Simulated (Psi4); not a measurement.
**CH6GeSi (SMILES [CH2]1[SiH2][GeH2]1): B3LYP/cc-pVDZ**

What is the vertical singlet–triplet gap of CH6GeSi at B3LYP/cc-pVDZ? 

The calculation is run with Psi4 1.11.

1 further run of the same task is left out (set aside as unsound or not needed).

## Step 1: Starting point

The species is CH6GeSi (9 atoms), meant as a singlet with charge 0. SMILES: `[CH2]1[SiH2][GeH2]1`. The coordinates come from a PBE0-D4/def2-TZVP relaxation.

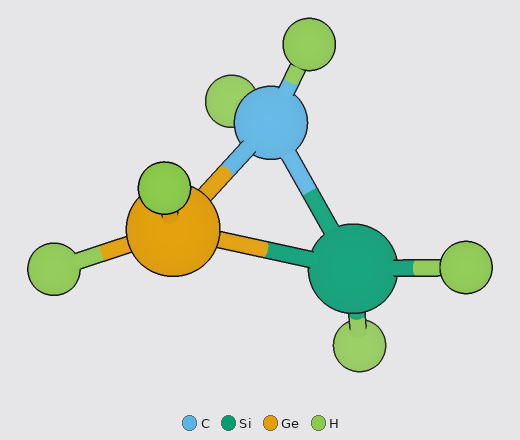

The structure, seen from a chosen angle (carbon blue, silicon teal, germanium amber, hydrogen green).

## Step 2: Energy and forces at B3LYP/cc-pVDZ

Input file job.json:

```json
{
 "schema_name": "qcschema_input",
 "schema_version": 1,
 "molecule": {
  "schema_name": "qcschema_molecule",
  "schema_version": 2,
  "symbols": ["C", "Si", "Ge", "H", "H", "H", "H", "H", "H"],
  "geometry": [-1.37326397, 0.15514651, -1.31090301, 1.67713194, 1.66201413, -0.28610454, -0.07691185, -1.79164934, 1.67373043, -3.11332379, 1.20299965, -1.00703505, -1.39386199, -0.85661285, -3.09820598, 1.51574932, 4.208987, 0.86719532, 3.87469445, 1.38214569, -1.99933024, 0.75475661, -4.49282386, 1.07449827, -1.69772995, -1.55770124, 4.05402946],
  "molecular_charge": 0,
  "molecular_multiplicity": 1,
  "fix_symmetry": "c1"
 },
 "driver": "gradient",
 "model": {
  "method": "b3lyp",
  "basis": "cc-pVDZ"
 },
 "keywords": {
  "puream": true,
  "e_convergence": 1e-09,
  "d_convergence": 1e-08,
  "scf_type": "pk",
  "dft_radial_points": 99,
  "dft_spherical_points": 590
 }
}
```

Launch:

```
$ psi4 --qcschema job.json -n 1 --memory 1600MB
```

stdout:

```text
[...]
  Running in c1 symmetry.
[...]
  Nuclear repulsion =  255.336102610541445
[...]
  Multiplicity = 1
[...]
  Nalpha       = 29
  Nbeta        = 29
[...]
    Number of basis functions: 89
[...]
   @RKS iter   1: -2407.25942108224899   -2.62169e+00   1.44341e-02 DIIS/ADIIS
[...]
   @RKS iter  11: -2408.19160838449443   -1.31877e-11   5.85620e-09 DIIS
[...]
    Orbital Energies [Eh]
    ---------------------
    Doubly Occupied:
       1A   -398.773288     2A    -66.141581     3A    -49.816476
       4A    -44.338371     5A    -44.338003     6A    -44.337862
       7A    -10.176525     8A     -6.230348     9A     -5.289678
      10A     -4.401949    11A     -4.400541    12A     -4.400001
      13A     -3.648767    14A     -3.647523    15A     -3.647301
      16A     -1.220746    17A     -1.220247    18A     -1.218656
      19A     -1.217230    20A     -1.216069    21A     -0.702989
      22A     -0.538270    23A     -0.499516    24A     -0.425288
      25A     -0.386444    26A     -0.350850    27A     -0.342003
      28A     -0.273674    29A     -0.232295
[...]
  @RKS Final Energy: -2408.19160838449443
   => Energetics <=
    Nuclear Repulsion Energy =            255.3361026105414453
    One-Electron Energy =               -3859.0546247209449575
    Two-Electron Energy =                1282.1780436511637618
    DFT Exchange-Correlation Energy =     -86.6511299252541392
    Empirical Dispersion Energy =           0.0000000000000000
    VV10 Nonlocal Energy =                  0.0000000000000000
    Total Energy =                      -2408.1916083844944296
[...]
 Multipole Moments:
 ------------------------------------------------------------------------------------
     Multipole            Electronic (a.u.)      Nuclear  (a.u.)        Total (a.u.)
 ------------------------------------------------------------------------------------
 L = 1.  Multiply by 2.5417464519 to convert [e a0] to [Debye]
 Dipole X            :         -0.8650746            0.7773885           -0.0876861
 Dipole Y            :         -7.4200926            7.4661423            0.0460498
 Dipole Z            :          6.6000445           -6.7174474           -0.1174028
 Magnitude           :                                                    0.1535996
[...]
  -Total Gradient:
     Atom            X                  Y                   Z
    ------   -----------------  -----------------  -----------------
       1        0.002710715356     0.001144893606     0.001162316447
       2       -0.007145743798    -0.006203600561     0.000215612983
       3        0.000259953854     0.005745751303    -0.005478334353
       4        0.005974276394    -0.003692197856    -0.000894886015
       5        0.000104105445     0.003320159632     0.006209079133
       6        0.000124148035    -0.003094501631    -0.001422428560
       7       -0.002728624024     0.000306199585     0.002045991345
       8       -0.000731545921     0.002540287826     0.000403067893
       9        0.001437389673    -0.000070012849    -0.002233563708
[...]
```

It took 63 s on 1 thread of Intel Xeon 6975P-C (Granite Rapids), shared host; peak memory 1.2 GiB.

## Step 3: The triplet: a single-point energy at UB3LYP/cc-pVDZ

Input file job.inp:

```
memory 1.6 GB

molecule system {
  0 3
  C     -0.726700     0.082100    -0.693700
  Si     0.887500     0.879500    -0.151400
  Ge    -0.040700    -0.948100     0.885700
  H     -1.647500     0.636600    -0.532900
  H     -0.737600    -0.453300    -1.639500
  H      0.802100     2.227300     0.458900
  H      2.050400     0.731400    -1.058000
  H      0.399400    -2.377500     0.568600
  H     -0.898400    -0.824300     2.145300
  units angstrom
  symmetry c1
}

set {
  basis                cc-pVDZ
  reference            uks
  puream               true
  e_convergence        1e-09
  d_convergence        1e-08
  scf_type             pk
  dft_radial_points    99
  dft_spherical_points 590
  maxiter              100
}

e, wfn = energy('b3lyp', return_wfn=True)
oeprop(wfn, 'MAYER_INDICES', 'LOWDIN_CHARGES', 'QUADRUPOLE', title='B3LYP')
```

Launch:

```
$ psi4 -n 1 job.inp job.out
```

job.out:

```text
[...]
  Running in c1 symmetry.
[...]
  Nuclear repulsion =  255.336102647760811
[...]
  Multiplicity = 3
[...]
  Nalpha       = 30
  Nbeta        = 28
[...]
    Number of basis functions: 89
[...]
   @UKS iter   1: -2406.98082410292773   -2.34309e+00   1.48601e-02 DIIS/ADIIS
[...]
   @UKS iter  16: -2408.03533867053375   -4.54747e-12   5.26480e-09 DIIS
[...]
   @S^2 Observed:                2.003070338E+00
[...]
    Orbital Energies [Eh]
    ---------------------
    Alpha Occupied:
       1A   -398.789373     2A    -66.140523     3A    -49.833434
       4A    -44.356410     5A    -44.354305     6A    -44.354125
       7A    -10.210142     8A     -6.249973     9A     -5.292040
      10A     -4.423957    11A     -4.419102    12A     -4.417701
      13A     -3.654249    14A     -3.648406    15A     -3.648231
      16A     -1.241727    17A     -1.240372    18A     -1.239946
      19A     -1.236577    20A     -1.234981    21A     -0.738091
      22A     -0.569813    23A     -0.513302    24A     -0.451416
      25A     -0.407565    26A     -0.359722    27A     -0.349130
      28A     -0.300270    29A     -0.281402    30A     -0.084435
    Alpha Virtual:
[...]
  @UKS Final Energy: -2408.03533867053375
   => Energetics <=
    Nuclear Repulsion Energy =            255.3361026477608107
    One-Electron Energy =               -3858.0568490059285978
    Two-Electron Energy =                1281.3409123820688365
    DFT Exchange-Correlation Energy =     -86.6555046944348533
    Empirical Dispersion Energy =           0.0000000000000000
    VV10 Nonlocal Energy =                  0.0000000000000000
    Total Energy =                      -2408.0353386705337471
[...]
 Multipole Moments:
 ------------------------------------------------------------------------------------
     Multipole            Electronic (a.u.)      Nuclear  (a.u.)        Total (a.u.)
 ------------------------------------------------------------------------------------
 L = 1.  Multiply by 2.5417464519 to convert [e a0] to [Debye]
 Dipole X            :         -1.0898791            0.7773886           -0.3124905
 Dipole Y            :         -7.5222800            7.4661423           -0.0561377
 Dipole Z            :          6.5156874           -6.7174474           -0.2017600
 Magnitude           :                                                    0.3761766
 L = 2.  Multiply by 1.3450342976 to convert [e a0^2] to [Debye ang]
 Quadrupole XX       :       -110.6951341           80.5026218          -30.1925124
 Quadrupole XY       :        -59.5119558           57.9835223           -1.5284335
[...]
```

Run time: 44 s. Hardware: 1 thread of Intel Xeon 6975P-C (Granite Rapids), shared host; peak memory 1.2 GiB.

## Step 4: What came out

Level: B3LYP/cc-pVDZ.

```
                                        quantity           value
                           singlet: total energy  -2408.19161 Eh
                          singlet: dipole moment          0.39 D
                            singlet: HOMO energy        -6.32 eV
                            singlet: LUMO energy        -0.31 eV
                          singlet: HOMO–LUMO gap         6.01 eV
               singlet: largest force on an atom      0.487 eV/Å
                           triplet: total energy  -2408.03534 Eh
                          triplet: dipole moment          0.96 D
     triplet: HOMO energy (highest over α and β)        -2.30 eV
                                   triplet: ⟨S²⟩           2.003
vertical energy of the triplet above the singlet        4.252 eV
```

At this shape the triplet lies 4.25 eV (98 kcal/mol) above the singlet. The largest force (singlet) is 0.49 eV/Å: the shape isn't a stationary point for this species at this level.
